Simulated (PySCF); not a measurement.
CH₆Cl₂Ge₂: excited-state calculation

The run: excited-state calculation of CH₆Cl₂Ge₂, SMILES [Cl][GeH2][CH2][GeH2][Cl]. Method and program: TDDFT PBE0/6-31G*, vertical, gas phase, core orbitals frozen in the response (PySCF 2.14.0).

The geometry comes from this level: PBE0-D3(BJ)/def2-SVP.

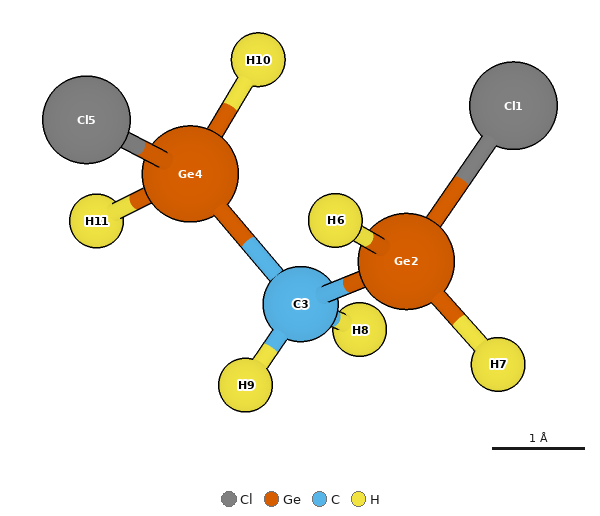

**Figure 1.** The structure as given in the input (ball-and-stick view, seen at a tilt; atoms are numbered from 1 in the order of the input). Sticks mark near contacts. Bond lengths as drawn: Cl–Ge 2.17 Å, C–Ge 1.95 Å, C–H 1.10 Å and Ge–H 1.53 to 1.54 Å.

Key numbers

```tsv
quantity	value
outcome	converged
total energy	−5114.717608 hartree
HOMO	−8.47 eV
LUMO	−0.24 eV
dipole moment	3.32 D
mean polarisability	78.94 a.u.
lowest singlet excitation	6.89 eV
hardware	1 CPU thread, shared host
wall time	18 s
peak memory	0.67 GiB
```

Remarks

Spin–orbit coupling is left out, which matters for the heavy atoms.

The input
```
{"job": {"kind": "uv", "xc": "PBE0", "basis": "6-31G*"}, "charge": 0, "multiplicity": 1}
Cl     1.767775     3.124795    -0.132183
Ge     2.095990     1.257740     0.926568
C      0.608789     0.109150     0.417260
Ge    -1.151134     0.805624     0.873638
Cl    -1.115103     1.209975     3.008806
H      2.127014     1.581356     2.423619
H      3.439706     0.701626     0.428561
H      0.652915    -0.040932    -0.673749
H      0.733647    -0.874447     0.898651
H     -1.470028     2.128791     0.169869
H     -2.247041    -0.248319     0.646145
```

The first line tells a small driver script what to run in PySCF; the rest is the geometry in Å.

Launched with:
```bash
OMP_NUM_THREADS=1 python <driver script> task.json out
```

Output
```
coarse grid: 47480 points
cycle   1  E = -5114.6379073586  dE = -9.520e-01  |g| = 6.620e-01  |ddm| = 3.091e+00
cycle   2  E = -5114.6074169853  dE =  3.049e-02  |g| = 8.038e-01  |ddm| = 1.373e+00
cycle   3  E = -5114.7176011206  dE = -1.102e-01  |g| = 1.517e-02  |ddm| = 7.420e-01
cycle   4  E = -5114.7176433461  dE = -4.223e-05  |g| = 1.009e-02  |ddm| = 3.524e-02
cycle   5  E = -5114.7176739346  dE = -3.059e-05  |g| = 2.476e-03  |ddm| = 1.561e-02
cycle   6  E = -5114.7176755220  dE = -1.587e-06  |g| = 7.619e-04  |ddm| = 3.238e-03
final grid: 93008 points
cycle   7  E = -5114.7176072310  dE =  1.266e-07  |g| = 1.060e-03  |ddm| = 2.085e-03
cycle   8  E = -5114.7176069234  dE =  3.076e-07  |g| = 1.499e-03  |ddm| = 2.597e-03
cycle   9  E = -5114.7176075366  dE = -6.132e-07  |g| = 5.781e-05  |ddm| = 1.516e-03
cycle  10  E = -5114.7176075374  dE = -7.831e-10  |g| = 7.270e-06  |ddm| = 6.396e-05
```

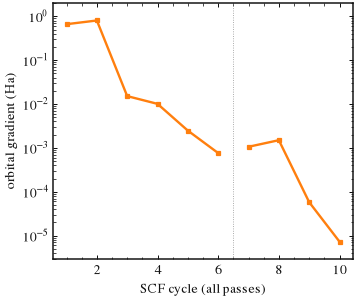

**Figure 2.** Convergence of the self-consistent field: orbital gradient against the SCF cycle. The dotted line marks the change from a coarse to the final integration grid. The first 6 cycles use a coarse grid, the final grid takes over at cycle 7, and the field converges after 10 cycles in all.

```
converged SCF energy = -5114.7176075374

Static polarisability (au): isotropic 78.942, principal 72.504 77.573 86.750

Singlet excitations
state   eV       nm        f      main configurations
  1   6.8908    179.9   0.00430   H->L 0.80, H-3->L+1 0.17
  2   6.9326    178.8   0.00792   H-1->L 0.66, H-2->L+1 0.29
  3   6.9665    178.0   0.00593   H-2->L 0.41, H-1->L+1 0.38, H->L+1 0.13
  4   6.9677    177.9   0.00280   H->L+1 0.54, H-3->L 0.26, H-1->L+1 0.09
  5   7.4793    165.8   0.00152   H-3->L 0.65, H->L+1 0.30
  6   7.5565    164.1   0.05306   H-3->L+1 0.64, H->L 0.14
  7   7.6020    163.1   0.00753   H-2->L 0.25, H-1->L+1 0.23, H-2->L+1 0.20
  8   7.6185    162.7   0.00342   H-2->L+1 0.43, H-1->L+1 0.20, H-2->L 0.18
  9   8.0764    153.5   0.20439   H->L+2 0.95
 10   8.1399    152.3   0.00469   H-1->L+2 0.90

Triplet excitations (Tamm-Dancoff, eV): 6.4796 6.4925 6.4965 6.5250
```

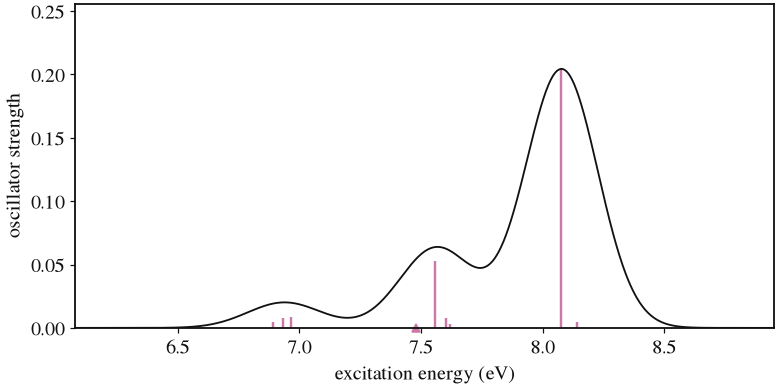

**Figure 3.** Computed excitations as sticks (degenerate states added up, dark ones marked on the axis), with a Gaussian envelope of 0.35 eV full width at half maximum, scaled to the tallest. Of the 10 states the lowest lies at 6.89 eV (f = 0.004); the strongest line is at 8.08 eV, or 154 nm (f = 0.204).

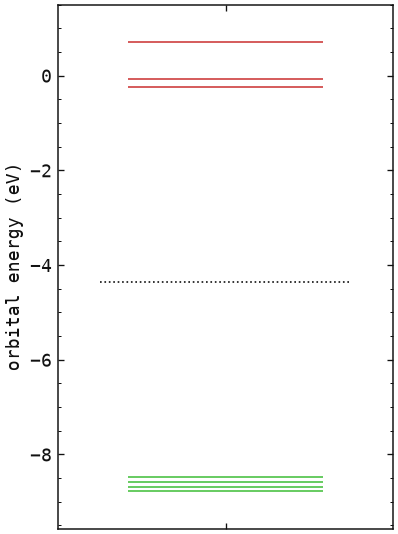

**Figure 4.** Orbital energies near the frontier; the dotted line parts filled from empty levels, and levels within 0.02 eV of each other stand side by side. Highest filled −8.47 eV, lowest empty −0.24 eV, 8.23 eV apart.
